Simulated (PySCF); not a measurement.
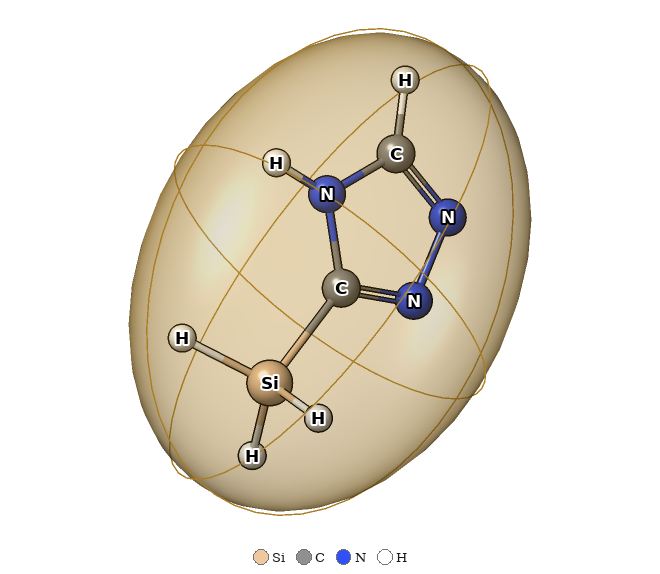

The ellipsoid shows the static dipole polarisability: its half-axes are proportional to the principal values. Computed geometry: GFN2-xTB optimisation. No frequency run is at hand to confirm it as a minimum. Method: CAM-B3LYP/def2-SVPD (PySCF 2.14.0).

Give the principal values, the mean and the anisotropy.

Answer. Principal values 49.6, 66.5, 87.7 bohr³; mean 67.9 bohr³ (10.07 Å³); anisotropy 33.0 bohr³, so the longest axis is 1.77 times the shortest.

The geometry is semi-empirical. Around Si such bond lengths and angles can be off by a tenth of an ångström or more and by several degrees, and values that hang on the shape move with them.
